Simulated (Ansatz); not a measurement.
# BH2 (boron dihydride): UCCSDT(Q)/B/6-311G (sfX2C, density fitting with cc-pVTZ-jkfit, cc-pVTZ-rifit for correlation, start density atoms)

What is the vertical doublet–quartet gap of BH2 (boron dihydride) at UCCSDT(Q)/B/6-311G (sfX2C, density fitting with cc-pVTZ-jkfit, cc-pVTZ-rifit for correlation, start density atoms)? 

The calculation is run with Ansatz 0.2.0.

8 further runs of the same task are left out: 2 for a known fault of the program, 1 that didn't finish, 5 set aside as unsound or not needed. Runs told in other sessions of the task aren't counted.

**1. The system as given**

BH2: 3 atoms, total charge 0, spin state doublet. As SMILES, `[BH2]`. The shape is that of a PBE0-D4/def2-TZVP optimisation.

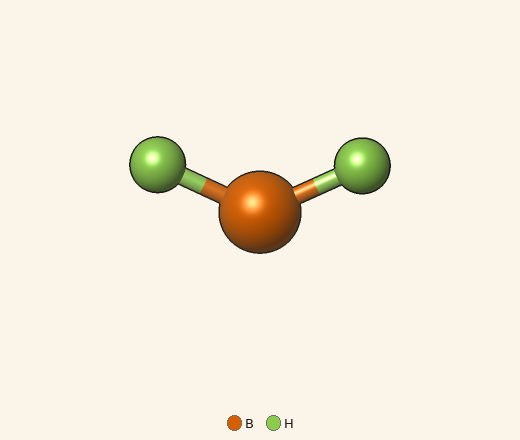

The structure, seen from a chosen angle (boron orange, hydrogen green).

**2. A single-point energy at UCCSDT(Q)/B/6-311G (sfX2C, density fitting with cc-pVTZ-jkfit, cc-pVTZ-rifit for correlation, start density atoms)**

The input, job.yaml:

```yaml
crystal:
  periodic: [false, false, false]
  atoms:
    - {symbol: B, position_ang: [0.265070, -0.167660, 0.129730]}
    - {symbol: H, position_ang: [0.292070, 1.014920, 0.270850]}
    - {symbol: H, position_ang: [-0.557150, -0.847260, -0.400590]}
basis:
  gaussian:
    orbitals: 6-311G.json
    fitting:
      mean_field: cc-pVTZ-jkfit
      correlation: cc-pVTZ-rifit
correlation:
  method: ccsdt_q_b
  electrons: outside_noble_gas
hamiltonian:
  pseudopotentials:
    relativity: scalar
output:
  orbitals: {seedname: orbitals}
magnetization:
  spin_polarized: true
  initial_magnetization: 1
```

The basis set 6-311G is read from a file made from the Basis Set Exchange's data (not shown).

Started as:

```
$ ansatz run job.yaml --threads 1 --pin off --max-ram 3480MiB --events-out events.jsonl --progress --plain --runs-dir runs
```

Log, shortened:

```text
Warning: RAYON_NUM_THREADS=1 ignored (pool sized by the plan → 1); use --threads N
Functional definition: HF
  name "HF"
[...]
139 factors; integrals over basis functions are off by at most 7.7e-3 eV
141 factors; integrals over basis functions are off by at most 5.2e-3 eV
[...]
mean field -700.74712287 eV, -25.7519817819 hartree, gradient 9.5e-7 eV, S^2 0.752317; 3 other end points of the search recorded, 0 dependent functions left out
determinant -700.74712287 eV, -25.7519817819 hartree, with singles and doubles -702.24525854 eV, -25.8070372526 hartree
determinant -699.46923819 eV, -25.7050203861 hartree, with singles and doubles -701.09541758 eV, -25.7647813763 hartree
1 core orbitals not correlated: weight in the atoms' cores, before any rotation towards them, 1.000 or more for the frozen orbitals, at most 0.000 for the correlated occupied ones
reference -700.74712287 eV, -25.7519817819 hartree; 3, 2 occupied and 15, 16 virtual orbitals, 141 factors
second order -1.11340734 eV of doubles, -0.00000000 eV of singles
cycle   1  -1.37360280 eV  change   -2.6e-1 eV  update   4.0e-2
[...]
cycle  11  -1.53342213 eV  change   -9.5e-8 eV  update   6.2e-7
perturbative correction -0.00019650 eV, -0.0000072213 hartree
Total energy: -702.28074150 eV, -25.8083412272 hartree
Relativity: scalar
```

Run time: 1.2 s. Hardware: 1 thread of Arm Neoverse V2, shared host.

**3. The quartet, same level**

Edit job.yaml of step 2 so:

```diff
@@ -22,2 +22,2 @@
   spin_polarized: true
-  initial_magnetization: 1
+  initial_magnetization: 3
```

The basis set 6-311G is read from a file made from the Basis Set Exchange's data (not shown).

Started as:

```
$ ansatz run job.yaml --threads 1 --pin off --max-ram 3480MiB --events-out events.jsonl --progress --plain --runs-dir runs
```

Log, shortened:

```text
Warning: RAYON_NUM_THREADS=1 ignored (pool sized by the plan → 1); use --threads N
Functional definition: HF
  name "HF"
[...]
139 factors; integrals over basis functions are off by at most 7.7e-3 eV
141 factors; integrals over basis functions are off by at most 5.2e-3 eV
[...]
mean field -695.48825686 eV, -25.5587220206 hartree, gradient 1.5e-6 eV, S^2 3.759992; 3 other end points of the search recorded, 0 dependent functions left out
determinant -695.48825686 eV, -25.5587220206 hartree, with singles and doubles -696.93701577 eV, -25.6119629287 hartree
determinant -692.28411906 eV, -25.4409721284 hartree, with singles and doubles -694.08242199 eV, -25.5070585422 hartree
1 core orbitals not correlated: weight in the atoms' cores, before any rotation towards them, 1.000 or more for the frozen orbitals, at most 0.000 for the correlated occupied ones
reference -695.48825686 eV, -25.5587220206 hartree; 4, 1 occupied and 14, 17 virtual orbitals, 141 factors
second order -0.98752945 eV of doubles, -0.00000000 eV of singles
cycle   1  -1.26769739 eV  change   -2.8e-1 eV  update   5.2e-2
[...]
cycle  12  -1.49128464 eV  change    1.6e-7 eV  update   1.7e-7
perturbative correction -0.00033895 eV, -0.0000124563 hartree
Total energy: -696.97988045 eV, -25.6135381766 hartree
Relativity: scalar
```

It took 0.97 s on 1 thread of Arm Neoverse V2, shared host.

**4. What came out**

Level: UCCSDT(Q)/B/6-311G (sfX2C, density fitting with cc-pVTZ-jkfit, cc-pVTZ-rifit for correlation, start density atoms), 1 core orbital frozen.

```
                                                           quantity         value
                                              doublet: total energy  -25.80834 Eh
doublet: HOMO energy (Hartree–Fock orbitals) (highest over α and β)      -9.40 eV
 doublet: LUMO energy (Hartree–Fock orbitals) (lowest over α and β)       1.42 eV
                doublet: correlation energy (1 core orbital frozen)     -56.4 mEh
                         doublet: ⟨S²⟩ of the reference determinant         0.752
                                             doublet: T1 diagnostic         0.007
                                              quartet: total energy  -25.61354 Eh
quartet: HOMO energy (Hartree–Fock orbitals) (highest over α and β)      -8.42 eV
 quartet: LUMO energy (Hartree–Fock orbitals) (lowest over α and β)      -3.37 eV
                quartet: correlation energy (1 core orbital frozen)     -54.8 mEh
                         quartet: ⟨S²⟩ of the reference determinant         3.760
                                             quartet: T1 diagnostic         0.012
                   vertical energy of the quartet above the doublet      5.301 eV
```

**Reading.** At this shape the quartet lies 5.30 eV (122 kcal/mol) above the doublet.
